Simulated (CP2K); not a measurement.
# SnH2Cl2 (SMILES [Cl][SnH2][Cl]) at GFN2-xTB

Aim: the energy change on altering one bond length of SnH2Cl2 at GFN2-xTB, from 2 runs. 

The calculation is run with CP2K 2026.2.

1 further run of the same task is left out (set aside as unsound or not needed). Runs told in other sessions of the task aren't counted.

## 1. The molecule

The species is SnH2Cl2 (5 atoms), meant as a singlet with charge 0. As SMILES, `[Cl][SnH2][Cl]`. The coordinates come from a PBE0-D4/def2-TZVP relaxation.

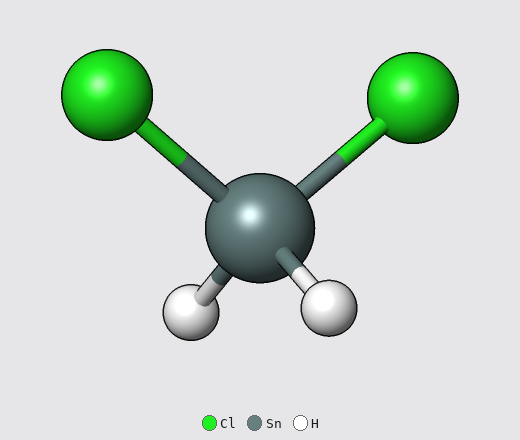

Viewed from a chosen angle; chlorine green, tin teal, hydrogen white.

## 2. A single-point energy at GFN2-xTB

Input file molecule.xyz:

```xyz
5

Cl    -1.795300    -0.326200     1.206500
Sn     0.192400    -0.102900     0.038600
Cl    -0.250400     1.295500    -1.753900
H      0.602200    -1.626300    -0.582100
H      1.301000     0.686300     1.049400
```

Input file qs.inp:

```
&global
    project qs
    run_type ENERGY
    print_level MEDIUM
&end global

&force_eval
    method QUICKSTEP
    &dft
        charge 0
        multiplicity 1
        &qs
            method XTB
            eps_default 1.0E-10
            &xtb
                gfn_type TBLITE
                &tblite
                    method GFN2
                &end tblite
                check_atomic_charges F
            &end xtb
        &end qs
        &poisson
            periodic NONE
            poisson_solver ANALYTIC
        &end poisson
        &scf
            scf_guess ATOMIC
            eps_scf 1.0E-06
            max_scf 150
            added_mos 8
            &diagonalization
                algorithm STANDARD
            &end diagonalization
            &mixing
                method DIRECT_P_MIXING
                alpha 0.4
            &end mixing
        &end scf
        &print
            &moments
                periodic F
                reference COM
                max_moment 1
            &end moments
            &mo ON
                energies T
                occupation_numbers T
                ndigits 6
                &each
                    qs_scf 0
                &end each
                add_last NUMERIC
            &end mo
            &hirshfeld OFF
            &end hirshfeld
        &end print
    &end dft
    &subsys
        &cell
            abc [angstrom] 15.1 14.9 15
            periodic NONE
        &end cell
        &topology
            coord_file_name molecule.xyz
            coord_file_format XYZ
            &center_coordinates
            &end center_coordinates
        &end topology
    &end subsys
&end force_eval
```

Launch:

```bash
$ OMP_NUM_THREADS=1 cp2k.psmp qs.inp > qs.out
```

The log of the run, shortened:

```text
CP2K| version string:                                       CP2K version 2026.2
[...]
 GLOBAL| Method name                                                        CP2K
[...]
 GLOBAL| Run type                                                         ENERGY
[...]
                             - Atoms:                                          5
[...]
                             - Spherical basis functions:                     29
[...]
 Number of electrons:                                                         20
[...]
  *** SCF run converged in    26 steps ***
[...]
  Fermi energy:                                                -0.30986224455222
[...]
 TB_DIPOLE| Moment [Debye]          2.51019277      -1.21338997       0.64515015
 TB_DIPOLE| Derivative [a.u.]       0.00000000       0.00000000       0.00000000
[...]
 ENERGY| Total FORCE_EVAL ( QS ) energy [hartree]            -12.280534575852673
[...]
```

Run time: 0.93 s. Hardware: 1 thread of Intel Xeon 6975P-C (Granite Rapids), shared host; peak memory 0.19 GiB.

## 3. The distorted shape, same level

Input file molecule.xyz:

```xyz
5

Cl    -1.662464    -0.745706     1.744232
Sn     0.325236    -0.522406     0.576332
Cl    -0.250400     1.295500    -1.753900
H      0.735036    -2.045806    -0.044368
H      1.433836     0.266794     1.587132
```

Input file job.inp:

```
&FORCE_EVAL
  METHOD QUICKSTEP
  &DFT
    CHARGE 0
    MULTIPLICITY 1
    &QS
      METHOD XTB
      EPS_DEFAULT 1.0E-10
      &XTB
        GFN_TYPE TBLITE
        &TBLITE
          METHOD GFN2
        &END
        CHECK_ATOMIC_CHARGES F
      &END
    &END
    &POISSON
      PERIODIC NONE
      POISSON_SOLVER ANALYTIC
    &END
    &SCF
      SCF_GUESS ATOMIC
      EPS_SCF 1.0E-06
      MAX_SCF 150
      ADDED_MOS 8
      &DIAGONALIZATION
        ALGORITHM STANDARD
      &END
      &MIXING
        METHOD DIRECT_P_MIXING
        ALPHA 0.4
      &END
    &END
    &PRINT
      &MOMENTS
        PERIODIC F
        REFERENCE COM
        MAX_MOMENT 1
      &END
      &MO ON
        ENERGIES T
        OCCUPATION_NUMBERS T
        NDIGITS 6
        &EACH
          QS_SCF 0
        &END
        ADD_LAST NUMERIC
      &END
      &HIRSHFELD OFF
      &END
    &END
  &END
  &SUBSYS
    &CELL
      ABC [angstrom] 15.1 15.3 15.5
      PERIODIC NONE
    &END
    &TOPOLOGY
      COORD_FILE_NAME molecule.xyz
      COORD_FILE_FORMAT XYZ
      &CENTER_COORDINATES
      &END
    &END
  &END
&END

&GLOBAL
  PROJECT_NAME job
  RUN_TYPE ENERGY
  PRINT_LEVEL MEDIUM
&END
```

Launch:

```bash
$ OMP_NUM_THREADS=1 cp2k.psmp -i job.inp > job.out 2>&1
```

The log of the run, shortened:

```text
CP2K| version string:                                       CP2K version 2026.2
[...]
 GLOBAL| Method name                                                        CP2K
[...]
 GLOBAL| Run type                                                         ENERGY
[...]
                             - Atoms:                                          5
[...]
                             - Spherical basis functions:                     29
[...]
 Number of electrons:                                                         20
[...]
  *** SCF run converged in    38 steps ***
[...]
  Fermi energy:                                                -0.37468193525034
[...]
 TB_DIPOLE| Moment [Debye]          2.61433153      -2.97040897       3.09094549
 TB_DIPOLE| Derivative [a.u.]       0.00000000       0.00000000       0.00000000
[...]
 ENERGY| Total FORCE_EVAL ( QS ) energy [hartree]            -12.236486652432838
[...]
```

It took 0.93 s on 1 thread of Intel Xeon 6975P-C (Granite Rapids), shared host; peak memory 0.19 GiB.

## 4. Results

Level: GFN2-xTB.

| quantity | value |
| --- | --- |
| first shape: total energy | -12.28053 Eh |
| first shape: dipole moment (from atomic charges alone) | 2.86 D |
| first shape: HOMO energy | -11.84 eV |
| first shape: LUMO energy | -7.54 eV |
| first shape: HOMO–LUMO gap | 4.30 eV |
| first shape: dispersion energy | -8.85 kJ/mol |
| distorted shape: total energy | -12.23649 Eh |
| distorted shape: dipole moment (from atomic charges alone) | 5.02 D |
| distorted shape: HOMO energy | -10.99 eV |
| distorted shape: LUMO energy | -9.41 eV |
| distorted shape: HOMO–LUMO gap | 1.57 eV |
| distorted shape: dispersion energy | -8.17 kJ/mol |
| energy change with the Sn2–Cl3 bond stretched from 2.316 to 3.011 Å | 1.199 eV |

What this shows: With the Sn2–Cl3 bond stretched from 2.316 to 3.011 Å the energy rises by 1.20 eV (28 kcal/mol). The first shape isn't relaxed at this level, so the change isn't measured from a minimum. The dipole (first shape) comes from point charges on the atoms alone, without atomic dipoles, so it is partial. The dipole (distorted shape) comes from point charges on the atoms alone, without atomic dipoles, so it is partial.
